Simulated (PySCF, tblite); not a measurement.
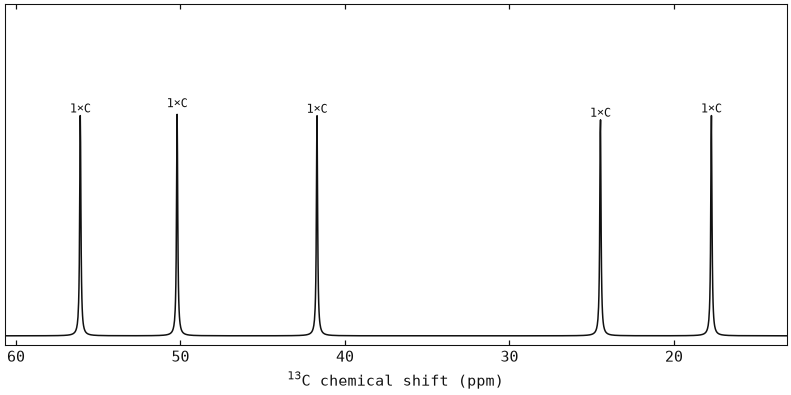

GIAO shifts, PBE0/pcSseg-1 in PySCF 2.14.0, at a GFN2-xTB geometry (a minimum by its frequencies), against TMS for ¹³C computed at the same level. Gas phase, fully decoupled, line heights follow the number of nuclei, widths are arbitrary (no quadrupolar broadening); values of one conformer, averaged over methyl-type rotors and exact or near symmetry; other conformers aren't averaged in.

> Which molecule was computed?
A. C₅H₁₀BClS, SMILES CS[C@@]1(C)C[C@H]1BCl
B. C₅H₁₀BClS, SMILES C[C@@H]1C[C@H](C)B(Cl)S1
C. C₄H₁₁NSi₄, SMILES N#C[Si@@]([SiH3])(C#C[SiH3])C[SiH3]
D. C₄H₉FOSi₂, SMILES C[Si@@H]1CC(=O)[C@H](F)[SiH2]1

B. Its ¹³C signals: 56.1 (1 C), 50.2 (1 C), 41.7 (1 C), 24.5 (1 C), 17.7 (1 C) ppm.

Known limits of this run: the tight-binding geometry is rougher than a DFT one and adds to the error.
